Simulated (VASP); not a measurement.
Input:

```
CELL_PARAMETERS angstrom
      0.00000     2.30616     2.30616
      2.30616     0.00000     2.30616
      9.27051     9.27051    -0.04586
ATOMIC_POSITIONS crystal
  In 0.00196 0.00196 0.99853
  N  0.22489 0.22489 0.08133
  N  0.24249 0.24249 0.31813
  N  0.25658 0.25658 0.55756
  N  0.27108 0.27108 0.79669
  Ga 0.98686 0.98686 0.25985
  Ga 0.00116 0.00116 0.49913
  Ga 0.01497 0.01497 0.73877
```

All values below come from PBEsol GGA, VASP's PBE PAW potentials (set 64) (plane waves; VASP 6.6.1). Numerical set-up: 520 eV cut-off, 9×9×3 Γ-centred mesh, tetrahedra with Blöchl corrections, potentials In_d N Ga_d.

Unless said otherwise, spin-orbit coupling is left out, though it shifts the bands of the heavy elements here.

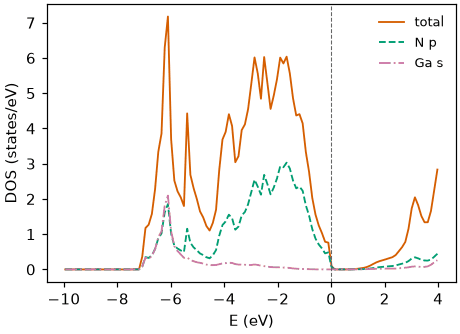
Figure. Total and projected density of states, zero at the valence-band maximum

Within 2 eV below the valence-band maximum the largest weight inside VASP's projection spheres is N p.

The gap is direct, 0.56 eV, from the valence maximum at Γ to the conduction minimum at Γ.

The structure was generated: Ga3InN4 was put into an ordered model structure (R3m), which need not be its known phase. It was relaxed first.
